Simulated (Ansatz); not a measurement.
# AlO+ (singlet): one geometry, many settings

What do other methods and options give for AlO+ (singlet) at this geometry, and how long do they take?

Program: Ansatz 0.2.0, Gaussian basis. Level of theory: the settings change from run to run. These are calculated values, not measurements.

13 further runs of the same task are left out: 4 for a known fault of the program, 3 that didn't finish, 6 set aside as unsound or not needed.

### Step 1. What is computed

The geometry is a PBE0/def2-TZVP stationary point (not a proven minimum) of the parent state, kept for this charge and spin.

2 atoms, charge 1, spin multiplicity 1.

Atoms are counted from 1 here; the program's logs count them from 0.

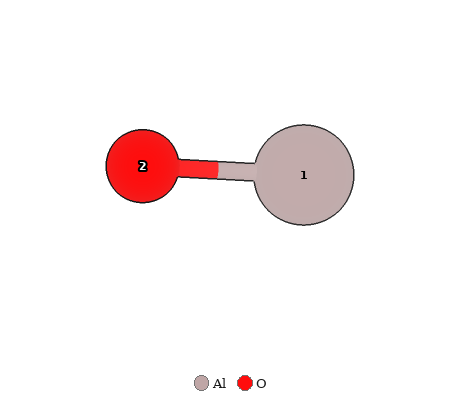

The structure; aluminium light grey, oxygen red; atoms are numbered from 1 in the order of the file.

### Step 2. CCSD(T) on UHF/cc-pVTZ

Input file in.yaml:

```yaml
crystal:
  periodic: [false, false, false]
  atoms:
    - {symbol: Al, position_ang: [0.000000, 0.000000, 0.000000]}
    - {symbol: O, position_ang: [0.000000, 0.000000, 1.732900]}
basis:
  gaussian: {orbitals: cc-pVTZ}
total_charge: 1
magnetization: {spin_polarized: true, initial_magnetization: 0}
correlation: {method: ccsd_t, electrons: valence}
```

The run is started by

```bash
ansatz run in.yaml --threads 1 --pin off --events-out ev --progress --plain --max-ram 2393MiB
```

Output, cut to the lines that bear on the results:

```text
Functional definition: HF
  name "HF"
  cite "Fock, Z. Phys. 61, 126 (1930) doi:10.1007/BF01340294"
  parent pbe
[...]
400 factors; integrals over basis functions are off by at most 1.1e-3 eV
[...]
mean field -8612.05457954 eV, -316.4871683380 hartree, gradient 2.4e-6 eV, S^2 1.009796; 15 other end points of the search recorded, 0 dependent functions left out
determinant -8612.05457954 eV, -316.4871683380 hartree, with singles and doubles -8618.18829275 eV, -316.7125781406 hartree
determinant -8611.02344958 eV, -316.4492750108 hartree, with singles and doubles -8617.59493373 eV, -316.6907725988 hartree
determinant -8609.29062428 eV, -316.3855948554 hartree, with singles and doubles -8617.86239585 eV, -316.7006016507 hartree
determinant -8609.24275929 eV, -316.3838358495 hartree, with singles and doubles -8615.06763337 eV, -316.5978960239 hartree
determinant -8607.50661759 eV, -316.3200338191 hartree, with singles and doubles -8613.26116287 eV, -316.5315094575 hartree
determinant -8612.05457954 eV, -316.4871683380 hartree, with singles and doubles -8618.19211115 eV, -316.7127184642 hartree
determinant -8611.02344958 eV, -316.4492750108 hartree, with singles and doubles -8617.64314082 eV, -316.6925441769 hartree
determinant -8609.29062428 eV, -316.3855948554 hartree, with singles and doubles -8617.79689923 eV, -316.6981946942 hartree
determinant -8612.05457954 eV, -316.4871683380 hartree, with singles and doubles -8618.19795527 eV, -316.7129332317 hartree
determinant -8611.02344958 eV, -316.4492750108 hartree, with singles and doubles -8617.77580784 eV, -316.6974196000 hartree
determinant -8609.29062428 eV, -316.3855948554 hartree, with singles and doubles -8617.80044228 eV, -316.6983248989 hartree
6 core orbitals not correlated: weight in the atoms' cores, before any rotation towards them, 1.000 or more for the frozen orbitals, at most 0.000 for the correlated occupied ones
reference -8612.05457954 eV, -316.4871683380 hartree; 4, 4 occupied and 54, 54 virtual orbitals, 400 factors
second order -5.79222127 eV of doubles, -0.00000000 eV of singles
cycle   1  -6.14337091 eV  change    4.8e-6 eV  update   4.2e-6
perturbative correction -0.23012527 eV, -0.0084569478 hartree
WARN: the results are in doubt because among natural orbitals full CI differs from the method by +0.145 eV
Total energy: -8618.42807573 eV, -316.7213900027 hartree
In doubt: among natural orbitals full CI differs from the method by +0.145 eV
```

Run time: 13 s. Hardware: 1 thread of Arm Neoverse V2, shared host.

From the report: ⟨S²⟩ of the determinant 1.010 (pure singlet: 0.00); correlation -6.3735 eV; T1 0.023; largest double amplitude 0.03. The determinant is far from a pure spin state, so its energy mixes those of several spin states (harmless only where they are near-degenerate, as at dissociation). The program marks this result as in doubt; its last lines say why.

### Step 3. CCSDT(Q) on RHF/6-31++G**

Input file in.yaml:

```yaml
crystal:
  periodic: [false, false, false]
  atoms:
    - {symbol: Al, position_ang: [0.000000, 0.000000, 0.000000]}
    - {symbol: O, position_ang: [0.000000, 0.000000, 1.732900]}
basis:
  gaussian: {orbitals: "6-31++G**"}
total_charge: 1
magnetization: {spin_polarized: false}
correlation: {method: ccsdt_q, electrons: outside_noble_gas}
scf: {lower_state_search: off}
```

Launched as before.

Output, cut to the lines that bear on the results:

```text
Functional definition: HF
  name "HF"
  cite "Fock, Z. Phys. 61, 126 (1930) doi:10.1007/BF01340294"
  parent pbe
[...]
610 factors; integrals over basis functions are off by at most 9.2e-8 eV
[...]
mean field -8607.94107516 eV, -316.3359998402 hartree, gradient 2.3e-6 eV, S^2 0.000000; 0 other end points of the search recorded, 0 dependent functions left out
6 core orbitals not correlated: weight in the atoms' cores, before any rotation towards them, 1.000 or more for the frozen orbitals, at most 0.000 for the correlated occupied ones
reference -8607.94107516 eV, -316.3359998402 hartree; 4, 4 occupied and 32, 32 virtual orbitals, 610 factors
second order -6.77352820 eV of doubles, -0.00000000 eV of singles
cycle   1  -6.33563538 eV  change    2.4e-1 eV  update   1.6e-1
[...]
cycle  24  -7.52937824 eV  change   -1.6e-7 eV  update   9.7e-8
perturbative correction -0.09774260 eV, -0.0035919744 hartree
WARN: these amplitudes may be one of several solutions (largest doubles amplitude 0.31, level shift 0.81 eV)
Total energy: -8615.56819600 eV, -316.6162913612 hartree
Checks for a lower state left out: stability, starts, cluster_reference, orbital_swaps, neighbouring_geometries, increment
```

Wall time 2.4 s (1 thread of Arm Neoverse V2, shared host).

From the report: correlation -7.6271 eV; T1 0.066; largest double amplitude 0.31. The report flags that the cluster equations may have other roots.

### Step 4. CCSD on UHF/def2-mTZVP

Input file in.yaml:

```yaml
crystal:
  periodic: [false, false, false]
  atoms:
    - {symbol: Al, position_ang: [0.000000, 0.000000, 0.000000]}
    - {symbol: O, position_ang: [0.000000, 0.000000, 1.732900]}
basis:
  gaussian: {orbitals: def2-mTZVP, point_charges: [{charge: -1.00, position_ang: [3.889, -0.273, -0.931]}]}
total_charge: 1
magnetization: {spin_polarized: true, initial_magnetization: 0}
hamiltonian: {pseudopotentials: {relativity: scalar}}
correlation: {method: ccsd, electrons: outside_noble_gas}
scf: {lower_state_search: full}
```

The command is unchanged.

Output, cut to the lines that bear on the results:

```text
Functional definition: HF
  name "HF"
  cite "Fock, Z. Phys. 61, 126 (1930) doi:10.1007/BF01340294"
  parent pbe
[...]
401 factors; integrals over basis functions are off by at most 9.0e-4 eV
[...]
mean field -8627.92043334 eV, -317.0702277107 hartree, gradient 2.7e-6 eV, S^2 1.006778; 20 other end points of the search recorded, 0 dependent functions left out
determinant -8627.92043334 eV, -317.0702277107 hartree, with singles and doubles -8633.01881450 eV, -317.2575897626 hartree
determinant -8627.85857143 eV, -317.0679543276 hartree, with singles and doubles -8632.94618351 eV, -317.2549206231 hartree
determinant -8626.81419382 eV, -317.0295741582 hartree, with singles and doubles -8632.40842567 eV, -317.2351583867 hartree
determinant -8625.22559520 eV, -316.9711942358 hartree, with singles and doubles -8632.71125334 eV, -317.2462870985 hartree
[...]
determinant -8625.22559520 eV, -316.9711942358 hartree, with singles and doubles -8632.70279684 eV, -317.2459763276 hartree
determinant -8627.92043334 eV, -317.0702277107 hartree, with singles and doubles -8633.04428519 eV, -317.2585257930 hartree
determinant -8627.85857143 eV, -317.0679543276 hartree, with singles and doubles -8632.96453850 eV, -317.2555951562 hartree
determinant -8625.22559520 eV, -316.9711942358 hartree, with singles and doubles -8632.70975676 eV, -317.2462321001 hartree
6 core orbitals not correlated: weight in the atoms' cores, before any rotation towards them, 1.000 or more for the frozen orbitals, at most 0.000 for the correlated occupied ones
reference -8627.92043334 eV, -317.0702277107 hartree; 4, 4 occupied and 36, 36 virtual orbitals, 401 factors
second order -4.75815958 eV of doubles, -0.00000000 eV of singles
cycle   1  -5.12385104 eV  change    8.1e-7 eV  update   7.4e-6
[...]
cycle   5  -5.12384326 eV  change    3.5e-7 eV  update   4.5e-6
Total energy: -8633.04427660 eV, -317.2585254774 hartree
Relativity: scalar
```

It took 6.5 s on 1 thread of Arm Neoverse V2, shared host.

From the report: ⟨S²⟩ of the determinant 1.007 (pure singlet: 0.00); correlation -5.1238 eV; T1 0.041; largest double amplitude 0.04. The determinant is far from a pure spin state, so its energy mixes those of several spin states (harmless only where they are near-degenerate, as at dissociation).

### Step 5. CCSDT/def2-mTZVP

Input file in.yaml:

```yaml
crystal:
  periodic: [false, false, false]
  atoms:
    - {symbol: Al, position_ang: [0.000000, 0.000000, 0.000000]}
    - {symbol: O, position_ang: [0.000000, 0.000000, 1.732900]}
basis:
  gaussian: {orbitals: def2-mTZVP}
total_charge: 1
magnetization: {spin_polarized: false}
hamiltonian: {xc: {name: B3LYP}}
correlation: {method: ccsdt, electrons: outside_noble_gas}
scf: {lower_state_search: off}
output: {forces: true}
```

Launched as before.

Output, cut to the lines that bear on the results:

```text
Functional definition: B3LYP
  name "B3LYP"
  cite "Stephens, Devlin, Chabalowski & Frisch, J. Phys. Chem. 98, 11623 (1994) doi:10.1021/j100096a001"
  cite "Becke, Phys. Rev. A 38, 3098 (1988) doi:10.1103/PhysRevA.38.3098"
  cite "Lee, Yang & Parr, Phys. Rev. B 37, 785 (1988) doi:10.1103/PhysRevB.37.785"
  cite "Vosko, Wilk & Nusair, Can. J. Phys. 58, 1200 (1980) doi:10.1139/p80-159"
[...]
673 factors; integrals over basis functions are off by at most 1.4e-7 eV
[...]
mean field -8633.56327273 eV, -317.2775982335 hartree, gradient 1.9e-6 eV, S^2 0.000000; 0 other end points of the search recorded, 0 dependent functions left out; unrestricted orbitals would lower it
6 core orbitals not correlated: weight in the atoms' cores, before any rotation towards them, 1.000 or more for the frozen orbitals, at most 0.000 for the correlated occupied ones
reference -8608.52888536 eV, -316.3576014665 hartree; 4, 4 occupied and 36, 36 virtual orbitals, 673 factors
second order -8.72135607 eV of doubles, -0.39033024 eV of singles
cycle   1  -7.11475864 eV  change     1.3e0 eV  update   1.9e-1
[...]
cycle  19  -8.49323228 eV  change    1.1e-7 eV  update   3.1e-7
WARN: these amplitudes may be one of several solutions (largest doubles amplitude 0.30, level shift 2.00 eV)
[...]
Total energy: -8617.02211764 eV, -316.6697219959 hartree
Atom 0 at     0.000000     0.000000     0.000000 Å, force    -0.000000     0.000000     2.828864 eV/Å
Atom 1 at     0.000000     0.000000     1.732900 Å, force     0.000000    -0.000000    -2.828864 eV/Å
Dipole moment:     0.000000     0.000000    -1.378143 e Å
Checks for a lower state left out: starts, cluster_reference, orbital_swaps, neighbouring_geometries, increment
```

It took 14 s on 1 thread of Arm Neoverse V2, shared host.

From the report: correlation -8.4932 eV; T1 0.014; largest double amplitude 0.30. The orbitals are Kohn-Sham ones, so correlation energy and T1 don't compare with those on Hartree-Fock orbitals. The report flags that the cluster equations may have other roots.

### Step 6. All runs side by side

 † marks a result that the program doubts.

```tsv
level	correlated	functions	energy (eV)	time
CCSD(T) on UHF/cc-pVTZ †	valence	64	-8618.4281	13 s
CCSDT(Q) on RHF/6-31++G** †	outside noble gas	42	-8615.5682	2.4 s
CCSD on UHF/def2-mTZVP (beside a point charge, relativity set)	outside noble gas	46	-8633.0443	6.5 s
CCSDT/def2-mTZVP (on B3LYP orbitals) †	outside noble gas	46	-8617.0221	14 s
```

### Step 7. Results

```
quantity                                         value
    runs                                             4
quickest            CCSDT(Q) on RHF/6-31++G** †, 2.4 s
 slowest  CCSDT/def2-mTZVP (on B3LYP orbitals) †, 14 s
```

What this shows: Total energies in different bases, with other cores or another treatment of relativity can't be set against each other. CCSDT/def2-mTZVP (on B3LYP orbitals) † took 6 times as long as CCSDT(Q) on RHF/6-31++G** †; the jobs differ in more than the method.
